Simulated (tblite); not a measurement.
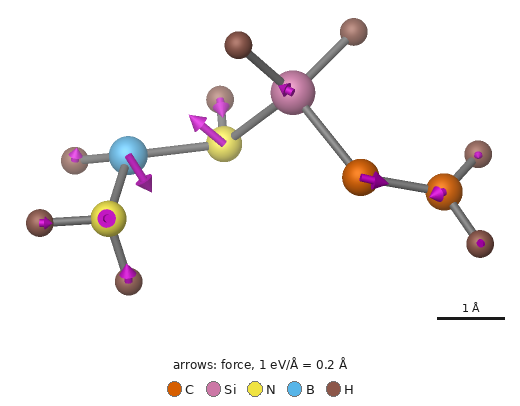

Starting geometry of C$_{2}$H$_{8}$BN$_{2}$Si (multiplicity 2) with the computed forces as purple arrows. The picture is a ball-and-stick view, seen at a tilt.

Level of theory: GFN2-xTB geometry optimisation, gas phase (tblite 0.8.0). 

What follows when this structure is relaxed?

Answer. It isn't relaxed: the largest force vector, on an N atom, is 3.55 eV/Å. The final displacements have little in common with the starting forces (cosine between the two patterns 0.30). The atom that moves furthest after the best rigid fit is an H atom (1.52 Å). By element the largest moves are H 1.52 Å, N 0.80 Å, C 0.68 Å, Si 0.46 Å, B 0.31 Å. Some distances before and after: B–N 1.533 → 1.393 Å, B–N 1.538 → 1.423 Å, H–N 1.059 → 1.007 Å, N–Si 1.778 → 1.732 Å. Among the angles between lasting bonds that change: C–C–Si 122.7° → 155.1°, Si–N–B 112.5° → 131.0°, B–N–H 106.5° → 124.3°. Groups turn about C–Si by about 25°. Over 174 geometry steps the energy falls by 46.7 kcal/mol. Cost: 0.72 s on 1 thread of Arm Neoverse V2 (shared host).
